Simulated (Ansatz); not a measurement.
**BNH2F (SMILES N[B]F): UCCSDT/STO-3G**

What is the vertical ionisation energy of BNH2F at UCCSDT/STO-3G? 

The results are computed with Ansatz 0.2.0.

78 further runs of the same task are left out: 78 set aside as unsound or not needed.

**1. The molecule**

The species is BNH2F (5 atoms), meant as a doublet with charge 0. As SMILES, `N[B]F`. The shape is that of a PBE0-D4/def2-TZVP optimisation. This is one conformer, not always the lowest.

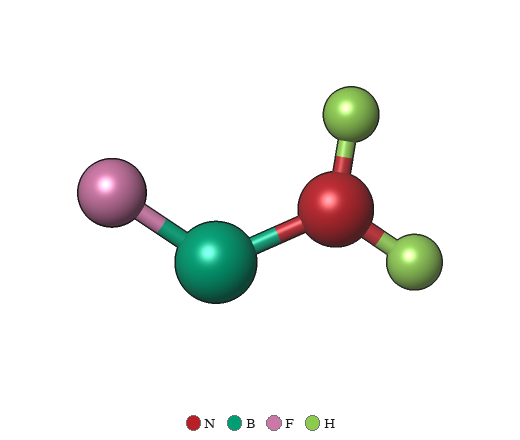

The structure, seen from a chosen angle (nitrogen red, boron teal, fluorine pink, hydrogen green).

**2. A single-point energy at UCCSDT/STO-3G**

Input file job.yaml:

```yaml
crystal:
  periodic: [false, false, false]
  atoms:
    - symbol: N
      position_ang: [-0.315200, 0.284600, -0.298300]
    - symbol: B
      position_ang: [0.256800, -0.904700, 0.119300]
    - symbol: F
      position_ang: [1.186500, -0.957100, 1.060600]
    - symbol: H
      position_ang: [-1.019600, 0.322000, -1.012000]
    - symbol: H
      position_ang: [-0.058500, 1.181700, 0.088900]
basis:
  gaussian: {orbitals: STO-3G}
scf: {omitted_lower_state_checks: [cluster_reference, increment]}
correlation: {method: ccsdt, frozen_orbitals: {B: 1, F: 1, H: 0, "N": 1}}
magnetization: {spin_polarized: true, initial_magnetization: 1}
accuracy: high
total_charge: 0
```

Command:

```sh
ansatz run job.yaml --threads 1 --pin off --max-ram 2610MiB --events-out events.jsonl --progress --plain --runs-dir runs
```

The program printed, shortened:

```text
Warning: RAYON_NUM_THREADS=1 ignored (pool sized by the plan → 1); use --threads N
Functional definition: HF
  name "HF"
[...]
295 factors; integrals over basis functions are off by at most 4.6e-8 eV
[...]
mean field -4825.26953428 eV, -177.3253846997 hartree, gradient 9.8e-9 eV, S^2 0.754687; 0 other end points of the search recorded, 0 dependent functions left out
3 core orbitals not correlated: weight in the atoms' cores, before any rotation towards them, 1.000 or more for the frozen orbitals, at most 0.000 for the correlated occupied ones
reference -4825.26953428 eV, -177.3253846997 hartree; 9, 8 occupied and 5, 6 virtual orbitals, 295 factors
second order -2.58294980 eV of doubles, -0.00000000 eV of singles
cycle   1  -2.88058651 eV  change   -3.0e-1 eV  update   8.8e-2
[...]
cycle  27  -3.33633955 eV  change   2.3e-10 eV  update   1.4e-9
Total energy: -4828.60587383 eV, -177.4479929167 hartree
Checks for a lower state left out: cluster_reference, increment
```

It took 0.83 s on 1 thread of Arm Neoverse V2, shared host.

**3. The singlet cation at the same level**

Input file in.yaml:

```yaml
crystal:
  periodic: [false, false, false]
  atoms:
    - {symbol: N, position_ang: [-0.315200, 0.284600, -0.298300]}
    - {symbol: B, position_ang: [0.256800, -0.904700, 0.119300]}
    - {symbol: F, position_ang: [1.186500, -0.957100, 1.060600]}
    - {symbol: H, position_ang: [-1.019600, 0.322000, -1.012000]}
    - {symbol: H, position_ang: [-0.058500, 1.181700, 0.088900]}
basis:
  gaussian: {orbitals: STO-3G}
total_charge: 1
correlation: {method: ccsdt, frozen_orbitals: {B: 1, F: 1, H: 0, "N": 1}}
accuracy: high
scf: {omitted_lower_state_checks: [cluster_reference, increment]}
```

Command:

```sh
ansatz run in.yaml --threads 1 --pin off --max-ram 2610MiB --events-out events.jsonl --progress --plain --runs-dir runs
```

The program printed, shortened:

```text
Warning: RAYON_NUM_THREADS=1 ignored (pool sized by the plan → 1); use --threads N
[... 2 set-up lines as earlier in the session ...]
[...]
295 factors; integrals over basis functions are off by at most 4.6e-8 eV
[...]
mean field -4819.15750220 eV, -177.1007716637 hartree, gradient 9.5e-9 eV, S^2 0.000000; 0 other end points of the search recorded, 0 dependent functions left out
3 core orbitals not correlated: weight in the atoms' cores, before any rotation towards them, 1.000 or more for the frozen orbitals, at most 0.000 for the correlated occupied ones
reference -4819.15750220 eV, -177.1007716637 hartree; 8, 8 occupied and 6, 6 virtual orbitals, 295 factors
second order -3.61657381 eV of doubles, -0.00000000 eV of singles
cycle   1  -3.74202293 eV  change   -1.3e-1 eV  update   1.5e-1
[...]
cycle  27  -4.57555223 eV  change  -1.5e-10 eV  update   1.7e-9
Total energy: -4823.73305443 eV, -177.2689201067 hartree
Checks for a lower state left out: cluster_reference, increment
```

Run time: 0.32 s. Hardware: 1 thread of Arm Neoverse V2, shared host.

**4. Summary of results**

Level: UCCSDT/STO-3G, 3 core orbitals frozen.

| quantity | value |
| --- | --- |
| doublet BNH2F: total energy | -177.44799 Eh |
| doublet BNH2F: correlation energy (3 core orbitals frozen) | -122.6 mEh |
| doublet BNH2F: ⟨S²⟩ of the reference determinant | 0.755 |
| doublet BNH2F: T1 diagnostic | 0.017 |
| singlet cation: total energy | -177.26892 Eh |
| singlet cation: correlation energy (3 core orbitals frozen) | -168.1 mEh |
| singlet cation: T1 diagnostic | 0.031 |
| vertical ionisation energy (to the singlet cation) | 4.873 eV |

Removing an electron at fixed nuclei costs 4.87 eV (470 kJ/mol). Only the singlet of the ionised species was computed; a triplet could lie lower. In a minimal basis such a difference can be off by several eV, whatever the method. The T1 diagnostic (singlet cation) of 0.031 is above the customary mark for such species, so a single reference may not serve.
